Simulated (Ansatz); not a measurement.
# What BeH2 (model cell, started as fluorite) distorts into, part 2 of 2

Wanted: the energy along a soft mode of BeH2 (model cell, started as fluorite) and the structure at the end.

Ansatz 0.2.0; DFT PBEsol, scalar-relativistic, plane waves, PAW.

So far, highest frequency on the path or at a solved wavevector (cm⁻¹): step 2 (response at finite wavevector) 1369. Also lowest frequency on the path (cm⁻¹): step 2 -1502.

The structure was built from a prototype and need not be the compound's stable phase.

**5. Energy along the mode, all amplitudes (two of the runs are shown above)**

An imaginary frequency means negative curvature, so the energy should fall and then rise again as anharmonic terms take over.

This step gave:

| Quantity | Value |
| --- | --- |
| depth at the lowest point sampled | 103.2 meV/atom |
| largest atomic shift at that point | 0.45 Å |

The energy from the parent by largest atomic shift:

| largest atomic shift (Å) | energy from the parent (meV/atom) |
| --- | --- |
| 0.000 | 0 |
| 0.040 | -1.47 |
| 0.080 | -6.13 |
| 0.140 | -20.6 |
| 0.220 | -49.0 |
| 0.320 | -81.8 |
| 0.450 | -103 |
| 0.600 | -90.7 |

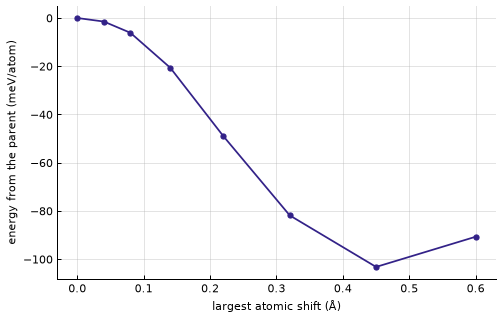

Energy from the parent, plotted against largest atomic shift.

Displacement at unit largest shift by atom:

| atom | x (Å) | y (Å) | z (Å) | size |
| --- | --- | --- | --- | --- |
| Be1 | 0.00 | 0.00 | 0.00 | 0.00 |
| Be2 | 0.00 | 0.00 | 0.00 | 0.00 |
| Be3 | 0.00 | 0.00 | 0.00 | 0.00 |
| Be4 | 0.00 | 0.00 | 0.00 | 0.00 |
| H5 | 1.00 | 0.00 | 0.00 | 1.00 |
| H6 | -1.00 | 0.00 | 0.00 | 1.00 |
| H7 | 0.00 | 0.00 | -1.00 | 1.00 |
| H8 | 0.00 | 0.00 | 1.00 | 1.00 |
| H9 | 0.00 | 0.00 | 1.00 | 1.00 |
| H10 | 0.00 | 0.00 | -1.00 | 1.00 |
| H11 | -1.00 | 0.00 | 0.00 | 1.00 |
| H12 | 1.00 | 0.00 | 0.00 | 1.00 |

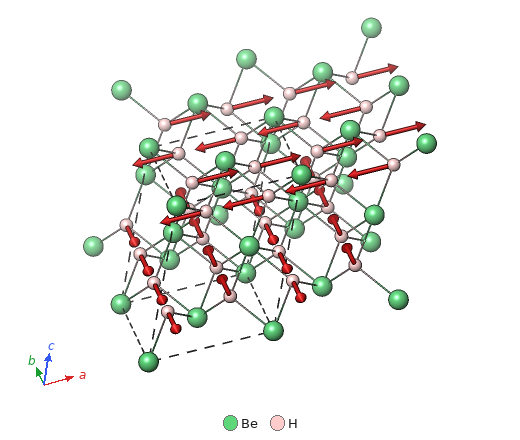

Displacement at unit largest shift as arrows, the longest 1 Å. 2×2×1 cells are drawn. Some periodic images of atoms are drawn too.

The lowest of the steps tried is at 0.45 Å, 103 meV/atom below the parent; the bottom of the well need not coincide with a step.

**6. Relaxation from the frozen mode**

Starting from the lowest point found, all atoms and the cell are let go, so that strain and other modes of the same symmetry can join in.

File input.yaml:

```yaml
crystal:
  lattice:
    - [0.0, 0.0, -3.9388463383]
    - [3.9388463383, 0.0, 0.0]
    - [1.9694231691, -3.9388463383, -1.9694231691]
  atoms:
    - { symbol: Be, position: [0.0, 0.0, 0.0] }
    - { symbol: Be, position: [0.5, 0.5, 0.0] }
    - { symbol: Be, position: [0.75, 0.25, 0.5] }
    - { symbol: Be, position: [0.25, 0.75, 0.5] }
    - { symbol: H, position: [0.625, 0.7392466503, 0.25] }
    - { symbol: H, position: [0.125, 0.0107533497, 0.25] }
    - { symbol: H, position: [0.4892466503, 0.875, 0.75] }
    - { symbol: H, position: [0.7607533497, 0.375, 0.75] }
    - { symbol: H, position: [0.2607533497, 0.375, 0.75] }
    - { symbol: H, position: [0.9892466503, 0.875, 0.75] }
    - { symbol: H, position: [0.125, 0.5107533497, 0.25] }
    - { symbol: H, position: [0.625, 0.2392466503, 0.25] }
kpoints:
  mp_grid: { grid: [10, 10, 10] }
hamiltonian:
  xc: pbesol
scf:
  occupations: { method: methfessel_paxton, width: 0.15 }
output:
  forces: true
  stress: true
  eigenvalues: true
relax:
  adjacent_minimum: "off"
  f_tol: 0.002
  max_steps: 120
  cell: { stress_tol: 0.03 }
```

On the command line:

```
$ ansatz run input.yaml --threads 4 --pin off --max-ram 7168MiB --backend cpu --events-out ev --progress --plain --runs-dir out
```

Numbers of over 12 decimals in the logs are rounded to 6 here.

Output:

```text
[...]
Crystal: 12 atoms, lattice volume = 61.109 Å³
Basis set: ecut = 420 eV, 1225 PW (Γ), exchange–correlation on 54×54×72 points (8 copies of the dense FFT grid, shifted against one another)
Bands: 20, of which v1, the nominal top of the filled ones, is band 8 counted from 1 (7 counted from 0)
Symmetry: 16 space group operations
[...]
k-points: 102 of 1000
[...]
SCF iter   1: F=—  HF=-483.060667 eV  |F-HF|=—  |Δ(HF+E_count)|=         —  Δρ=7.16e-3  dr2=2.18e-2  ethr=1.77e-3  ⟨swp⟩=5.3  Hψ=11317  notcnv=0  defer=17
[...]
SCF iter   5: F=-483.054514 eV  HF=-483.054514 eV  |F-HF|=2.09e-10  |Δ(HF+E_count)|=   3.51e-8  S|Δr|=    0.00e0  Δρ=1.59e-6  dr2=7.61e-10  ethr=6.25e-10  ⟨swp⟩=7.9  Hψ=9807  notcnv=0
SCF 1 converged in 5 iterations: F = -483.054514 eV  dr2 = 7.61e-10
[...]
relax step   1: F+E_penalty+E_count = -483.05451381 eV  Δ(F+E_penalty+E_count) = +0.000e0 eV  max|allowed force component| = 6.301e-2 eV/Å  Δτ_max = 0.0000 Å  P = +9.612 GPa  Ω = 61.109 Å³  (5 SCF iters, dr2 threshold 1.00e-7 eV, accepted)
Crystal: 12 atoms, lattice volume = 65.000 Å³
Basis set: ecut = 420 eV, 1257 PW (Γ), exchange–correlation on 54×54×72 points (8 copies of the dense FFT grid, shifted against one another)
[...]
SCF iter   5: F=-483.448779 eV  HF=-483.448779 eV  |F-HF|=2.34e-10  |Δ(HF+E_count)|=   3.96e-8  S|Δr|=    0.00e0  Δρ=1.53e-6  dr2=5.66e-10  ethr=3.00e-10  ⟨swp⟩=1.0  Hψ=5304  notcnv=0
SCF 2 converged in 5 iterations: F = -483.448779 eV  dr2 = 5.66e-10
[...]
relax step   2: F+E_penalty+E_count = -483.44877916 eV  Δ(F+E_penalty+E_count) = -3.943e-1 eV  max|allowed force component| = 2.244e-1 eV/Å  Δτ_max = 0.0193 Å  P = +4.318 GPa  Ω = 65.000 Å³  energy of the carried Pulay correction = -5.967e-3 eV  (5 SCF iters, dr2 threshold 1.20e-6 eV, accepted)
Crystal: 12 atoms, lattice volume = 68.401 Å³
Basis set: ecut = 420 eV, 1305 PW (Γ), exchange–correlation on 54×54×72 points (8 copies of the dense FFT grid, shifted against one another)
[...]
SCF iter   5: F=-483.570609 eV  HF=-483.570609 eV  |F-HF|=1.21e-10  |Δ(HF+E_count)|=   7.27e-8  S|Δr|=    0.00e0  Δρ=7.26e-7  dr2=1.28e-10  ethr=6.26e-10  ⟨swp⟩=1.0  Hψ=5304  notcnv=0
SCF 3 converged in 5 iterations: F = -483.570609 eV  dr2 = 1.28e-10
[...]
relax step   3: F+E_penalty+E_count = -483.57060878 eV  Δ(F+E_penalty+E_count) = -1.218e-1 eV  max|allowed force component| = 2.524e-1 eV/Å  Δτ_max = 0.0350 Å  P = +0.821 GPa  Ω = 68.401 Å³  energy of the carried Pulay correction = -1.089e-2 eV  (5 SCF iters, dr2 threshold 1.20e-6 eV, accepted)
[... from here on, the SCF cycles and remarks between the steps are left out ...]
relax step   4: F+E_penalty+E_count = -483.76811647 eV  Δ(F+E_penalty+E_count) = -1.975e-1 eV  max|allowed force component| = 1.989e-1 eV/Å  Δτ_max = 0.0999 Å  P = +0.013 GPa  Ω = 71.840 Å³  energy of the carried Pulay correction = -1.562e-2 eV  (5 SCF iters, dr2 threshold 1.20e-6 eV, accepted)
relax step   5: F+E_penalty+E_count = -484.03535940 eV  Δ(F+E_penalty+E_count) = -2.672e-1 eV  max|allowed force component| = 1.347e-1 eV/Å  Δτ_max = 0.1664 Å  P = -0.540 GPa  Ω = 76.459 Å³  energy of the carried Pulay correction = -2.159e-2 eV  (5 SCF iters, dr2 threshold 1.20e-6 eV, accepted)
relax step   6: F+E_penalty+E_count = -484.23139077 eV  Δ(F+E_penalty+E_count) = -1.960e-1 eV  max|allowed force component| = 5.877e-2 eV/Å  Δτ_max = 0.1593 Å  P = -1.309 GPa  Ω = 79.427 Å³  energy of the carried Pulay correction = -2.523e-2 eV  (5 SCF iters, dr2 threshold 1.20e-6 eV, accepted)
relax step   7: F+E_penalty+E_count = -484.25646772 eV  Δ(F+E_penalty+E_count) = -2.508e-2 eV  max|allowed force component| = 4.588e-3 eV/Å  Δτ_max = 0.0507 Å  P = -0.348 GPa  Ω = 78.514 Å³  energy of the carried Pulay correction = -2.413e-2 eV  (5 SCF iters, dr2 threshold 1.20e-6 eV, accepted)
relax step   8: F+E_penalty+E_count = -484.25744733 eV  Δ(F+E_penalty+E_count) = -9.796e-4 eV  max|allowed force component| = 2.423e-4 eV/Å  Δτ_max = 0.0038 Å  P = -0.006 GPa  Ω = 78.154 Å³  energy of the carried Pulay correction = -2.369e-2 eV  (3 SCF iters, dr2 threshold 4.68e-7 eV, accepted)
relax step   9: F+E_penalty+E_count = -484.36123730 eV  Δ(F+E_penalty+E_count) = -1.038e-1 eV  max|allowed force component| = 2.472e-4 eV/Å  Δτ_max = 0.0000 Å  P = +0.742 GPa  Ω = 78.154 Å³  stress off target by 1.12e0 GPa  SCF on the basis re-selected at this cell (its energy is not comparable with the rows above)  (5 SCF iters)
relax step  10: F+E_penalty+E_count = -484.36677801 eV  Δ(F+E_penalty+E_count) = -5.541e-3 eV  max|allowed force component| = 5.100e-6 eV/Å  Δτ_max = 0.0002 Å  P = +0.067 GPa  Ω = 78.912 Å³  energy of the carried Pulay correction = -9.676e-4 eV  (3 SCF iters, dr2 threshold 1.20e-6 eV, accepted)
relax step  11: F+E_penalty+E_count = -484.36685219 eV  Δ(F+E_penalty+E_count) = -7.418e-5 eV  max|allowed force component| = 6.158e-5 eV/Å  Δτ_max = 0.0000 Å  P = +0.004 GPa  Ω = 78.984 Å³  energy of the carried Pulay correction = -1.061e-3 eV  (3 SCF iters, dr2 threshold 4.37e-8 eV, accepted)
relax step  12: F+E_penalty+E_count = -484.36685674 eV  Δ(F+E_penalty+E_count) = -4.550e-6 eV  max|allowed force component| = 2.991e-5 eV/Å  Δτ_max = 0.0000 Å  P = +0.001 GPa  Ω = 78.987 Å³  energy of the carried Pulay correction = -1.066e-3 eV  (4 SCF iters, accepted)
Basis set: ecut = 420 eV, 1471 PW (Γ), exchange–correlation on 72×72×72 points (8 copies of the dense FFT grid, shifted against one another)
[...]
SCF iter   4: F=-484.368104 eV  HF=-484.368104 eV  |F-HF|=2.21e-11  |Δ(HF+E_count)|=  1.64e-10  S|Δr|=    0.00e0  Δρ=1.80e-7  dr2=9.21e-12  ethr=1.00e-12  ⟨swp⟩=4.8  Hψ=5556  notcnv=0
SCF 13 converged in 4 iterations: F = -484.368104 eV  dr2 = 9.21e-12
relax step  13: F+E_penalty+E_count = -484.36810361 eV  Δ(F+E_penalty+E_count) = -1.247e-3 eV  max|allowed force component| = 3.009e-5 eV/Å  Δτ_max = 0.0000 Å  P = +0.003 GPa  Ω = 78.987 Å³  stress off target by 2.41e-2 GPa  SCF on the basis re-selected at this cell (its energy is not comparable with the rows above)  (4 SCF iters)
[...]
SCF converged after 4 iterations
[...]
Free energy (F): -484.368104 eV
[...]
Internal energy: -484.368104 eV  (E = F + TS)
E sigma→0 (E₀):  -484.368104 eV
Fermi energy:    1.972040 eV
[...]
--- Forces (eV/Å), atoms counted from 1 ---
  atom   1  Be    -0.00000000    -0.00000000     0.00000000
  atom   2  Be    -0.00000000    -0.00000000     0.00000000
  atom   3  Be     0.00000000     0.00000000    -0.00000000
  atom   4  Be     0.00000000     0.00000000    -0.00000000
  atom   5  H      0.00003009    -0.00000000     0.00000000
  atom   6  H     -0.00003009     0.00000000    -0.00000000
  atom   7  H     -0.00000000    -0.00000000    -0.00003009
  atom   8  H      0.00000000     0.00000000     0.00003009
  atom   9  H      0.00000000     0.00000000     0.00003009
  atom  10  H     -0.00000000    -0.00000000    -0.00003009
  atom  11  H     -0.00003009     0.00000000    -0.00000000
  atom  12  H      0.00003009    -0.00000000     0.00000000
  max |Σ_I F_I| component: 6.93e-18 eV/Å
--- Stress (GPa, compression-positive) ---
        0.016359      -0.000000       0.000000
       -0.000000      -0.024078       0.000000
        0.000000       0.000000       0.016359
  P = ⅓ Tr σ = 0.0029 GPa (0.029 kbar)
--- Band table (eV; the first three rows and the last of 102) ---
  k-point 0: bands = [... 4 lower, -1.3134, -0.1500, -0.1312, -0.1312, 3.2322, 3.2322, 3.2370, 3.9984, ... 8 higher]
  k-point 1: bands = [... 4 lower, -1.4348, -0.5864, -0.0649, -0.0649, 3.5131, 3.6363, 3.6363, 4.2164, ... 8 higher]
  k-point 2: bands = [... 4 lower, -1.7119, -1.6178, 0.1195, 0.1195, 4.2347, 4.7039, 4.7039, 4.8038, ... 8 higher]
  k-point 101: bands = [... 4 lower, -0.7886, -0.7886, 0.0078, 0.0078, 6.3095, 6.3095, 6.4605, 6.4605, ... 8 higher]
--- Relaxed structure (11 steps of the walk, 11 accepted, 2 SCFs on fresh bases) ---
  F+E_penalty+E_count = -484.36810361 eV   max|allowed force component| = 3.009e-5 eV/Å   (the final SCF, on the basis selected at the relaxed cell)
  cell:  # Å, volume = 78.9875 Å³
    - [-1.5322289396927234e-16, -3.0556643924395986e-11, -4.814295]
    - [4.814295, -3.055657169433582e-11, 1.5322289396881387e-16]
    - [2.407147, -3.407948, -2.407147]
  atoms:
    - { symbol: Be, position: [1.761584729051967e-18, -6.606211541240807e-19, 0] }
    - { symbol: Be, position: [0.5, 0.5, 0] }
    - { symbol: Be, position: [0.75, 0.250000, 0.500000] }
    - { symbol: Be, position: [0.250000, 0.75, 0.5] }
    - { symbol: H, position: [0.625, 0.874994, 0.25] }
    - { symbol: H, position: [0.125, -0.124994, 0.250000] }
    - { symbol: H, position: [0.624994, 0.875, 0.750000] }
    - { symbol: H, position: [0.625006, 0.375, 0.750000] }
    - { symbol: H, position: [0.125006, 0.375000, 0.750000] }
    - { symbol: H, position: [1.124994, 0.875000, 0.750000] }
    - { symbol: H, position: [0.125, 0.375006, 0.250000] }
    - { symbol: H, position: [0.625, 0.374994, 0.25] }
```

The job ended after 23 s (4 threads of Arm Neoverse V2, shared host; peak memory 0.47 GiB).

Relaxation path:

| step | energy less that of the first step (eV) | largest force component (eV/Å) | pressure (GPa) | volume (Å³) |
| --- | --- | --- | --- | --- |
| 1 | 0.0000 | 0.0630 | 9.61 | 61.11 |
| 2 | -0.3943 | 0.2244 | 4.32 | 65.00 |
| 3 | -0.5161 | 0.2524 | 0.82 | 68.40 |
| 4 | -0.7136 | 0.1989 | 0.01 | 71.84 |
| 5 | -0.9808 | 0.1347 | -0.54 | 76.46 |
| 6 | -1.1769 | 0.0588 | -1.31 | 79.43 |
| 7 | -1.2020 | 0.0046 | -0.35 | 78.51 |
| 8 | -1.2029 | 0.0002 | -0.01 | 78.15 |
| 9* | -1.3067 | 0.0002 | 0.74 | 78.15 |
| 10 | -1.3123 | 0.0000 | 0.07 | 78.91 |
| 11 | -1.3123 | 0.0001 | 0.00 | 78.98 |
| 12 | -1.3123 | 0.0000 | 0.00 | 78.99 |
| 13* | -1.3136 | 0.0000 | 0.00 | 78.99 |

Relaxation steps marked * repeat the geometry before them on a plane-wave basis chosen anew for their cell, so energy and pressure can jump there.

The run keeps the 16 symmetry operations that it works with, so distortions that break them were not tested.

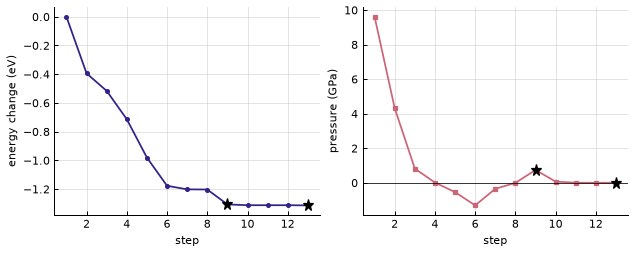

Energy and pressure along the relaxation. Stars mark steps on a basis chosen anew.

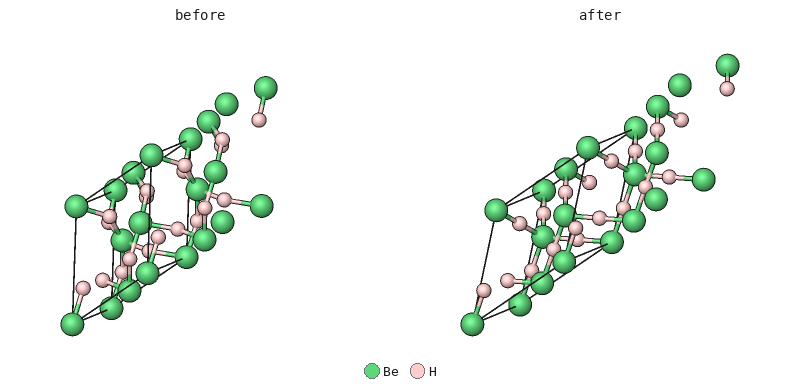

The structure before and after the relaxation, drawn at the same scale. Bonds to atoms that aren't drawn are left out.

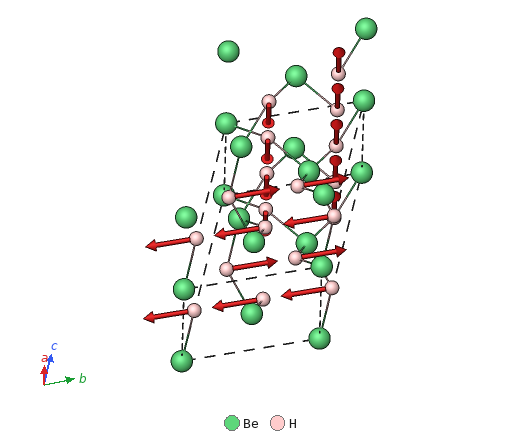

Displacements in the relaxation, exaggerated, measured against the changing cell; the longest in the cell stands for 0.65 Å. Bonds to atoms that aren't drawn are left out. 2×1×1 cells are drawn. Some periodic images of atoms are drawn too.

| cell as run | before | after | change |
| --- | --- | --- | --- |
| a (Å) | 3.939 | 4.814 | +22.2 % |
| b (Å) | 3.939 | 4.814 | +22.2 % |
| c (Å) | 4.824 | 4.817 | -0.1 % |
| α (°) | 65.91 | 60.02 | -8.9 % |
| β (°) | 65.91 | 60.02 | -8.9 % |
| volume (Å³/atom) | 5.09 | 6.58 | +29.3 % |

The atoms that moved most (Å, as changes of fractional coordinates times the final cell):

| atom | dx | dy | dz | length |
| --- | --- | --- | --- | --- |
| H6 | -0.654 | 0.000 | 0.000 | 0.654 |
| H11 | -0.654 | 0.000 | 0.000 | 0.654 |
| H12 | 0.654 | 0.000 | 0.000 | 0.654 |
| H5 | 0.654 | 0.000 | 0.000 | 0.654 |
| H8 | 0.000 | 0.000 | 0.654 | 0.654 |
| H9 | 0.000 | 0.000 | 0.654 | 0.654 |
| H10 | 0.000 | 0.000 | -0.654 | 0.654 |
| H7 | 0.000 | 0.000 | -0.654 | 0.654 |

The relaxed structure:

```cif
data_structure
_symmetry_space_group_name_H-M 'P 1'
_symmetry_Int_Tables_number 1
_cell_length_a 4.8143
_cell_length_b 4.8143
_cell_length_c 4.8169
_cell_angle_alpha 60.018
_cell_angle_beta 60.018
_cell_angle_gamma 90.000
_cell_volume 78.99
loop_
_atom_site_label
_atom_site_type_symbol
_atom_site_fract_x
_atom_site_fract_y
_atom_site_fract_z
_atom_site_occupancy
Be1 Be 0.00000 0.00000 0.00000 1
Be2 Be 0.50000 0.50000 0.00000 1
Be3 Be 0.75000 0.25000 0.50000 1
Be4 Be 0.25000 0.75000 0.50000 1
H5 H 0.62500 0.87499 0.25000 1
H6 H 0.12500 0.87501 0.25000 1
H7 H 0.62499 0.87500 0.75000 1
H8 H 0.62501 0.37500 0.75000 1
H9 H 0.12501 0.37500 0.75000 1
H10 H 0.12499 0.87500 0.75000 1
H11 H 0.12500 0.37501 0.25000 1
H12 H 0.62500 0.37499 0.25000 1
```

This step gave:

```
pressure          : 0.002880 GPa
gap on the k-mesh : 2.525 eV
volume per atom   : 6.582 Å³
```

The distorted start has space group I4_1/acd; the relaxation ends in Pn-3m.

**7. The phases reached**

The phases reached along the modes that were followed are set side by side.

Energies are those of the first relaxation, on the mesh of the frozen mode; space group, volume and gap are those of the last relaxation. Phases, by row:

| mode frozen in | space group | energy from parent (meV/atom) | volume (Å³/atom) | gap on mesh (eV) | lowest zone-centre optical mode (cm⁻¹) | largest shift (Å) |
| --- | --- | --- | --- | --- | --- | --- |
| parent | Fm-3m | 0 | 5.092 | 0 | – | – |
| q = (0, -0.5, -0.5), 1502i cm⁻¹ | P4_2/nmc | -347.5 | 7.82 | 3.66 | 54.1 | 1.204 |
| q = (0.25, -0.5, -0.25), 915i cm⁻¹ | Pn-3m | -212.7 | 6.58 | 2.525 | – | 1.204 |

**8. Outcome**

* unstable mode of the parent: q = (0.25, -0.5, -0.25), 915i cm⁻¹
* depth at the lowest point sampled: 103 meV/atom
* largest atomic shift at that point: 0.45 Å
* space group reached (within 0.01 Å): Pn-3m
* energy gained over the parent (first relaxation, on the mesh of the frozen mode): 213 meV/atom
* volume per atom, phase reached: 6.58 Å³
* gap on the k-mesh, phase reached: 2.52 eV

**Reading.** Along this mode the structure falls into Pn-3m, 213 meV/atom below the parent. At the parent's cell the well is 103.2 meV/atom deep on the steps tried, with its lowest point at a shift of 0.45 Å. Relaxing atoms and cell changes the gain by +109.46 meV/atom against the lowest step (energies at zero smearing). The modes of the phase reached were not computed on this path. Of the 2 patterns followed to their end from this parent, this one ends 135 meV/atom above the lowest, P4_2/nmc. Each path keeps the symmetry of its pattern, so a lower phase may lie along a pattern not tried. With no gap, or one that is small against the smearing, the frequencies hang on the k mesh and the smearing, most of all near Kohn anomalies. The volume moved by more than a tenth on the k mesh of the start, so the energy gain is rough. The starting cell was built on a prototype and not taken from a measurement, so the phase need not exist.

[Logs are printed without paths, hosts, clocks, repeated set-up lines and the standing remarks that a program may print on its own settings, such as how far it seeks lower states.]

[Hosts, paths, dates, database ids (printed as entryN), source tags and the programs' standing remarks are cut or masked in the printed files.]
